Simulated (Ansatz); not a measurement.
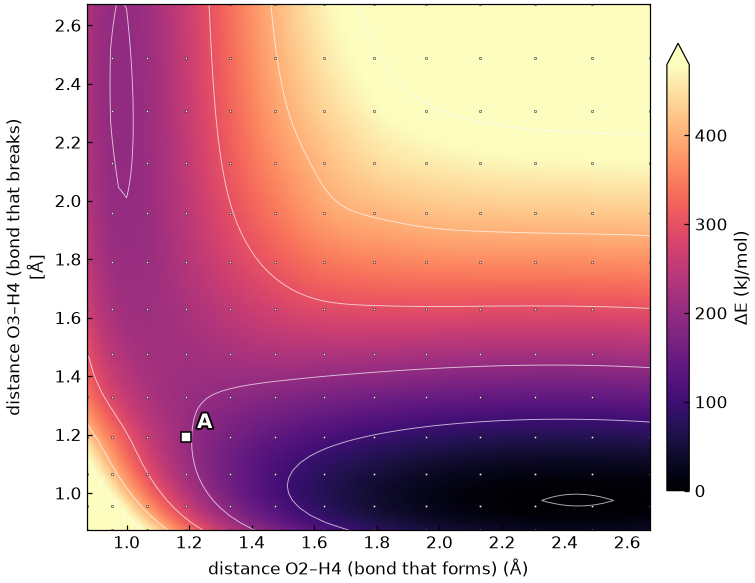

The reacting system BFH₂O₂ (fragments BFH₂O₂ where the first distance is long, BFO + H₂O where the second is long). 
- First axis: distance O2–H4 (bond that forms). Second axis: distance O3–H4 (bond that breaks).
- Relaxed at each point: all other coordinates.
- Grid: 13 × 13 points.
- Points are written as (first, second).
- All energies are given in kJ/mol relative to the lowest grid point.
- The reference is spin-restricted, so regions where a bond is pulled apart into radicals lie too high.
- Computed with Ansatz 0.2.0, RKS PBE-D4/def2-SVP.

Drawn: a smooth colour map with a few white contour lines, dots at the grid points, one colour for all values above the top of the scale, the point A. Between grid points the surface is interpolated.

Q: Is A at rest? If not, where is it pushed?

A: A, at (1.191 Å, 1.191 Å), is not a stationary point. The computed force is 350 kJ/mol for each Å towards larger values of the first coordinate and nearly zero along the second coordinate.
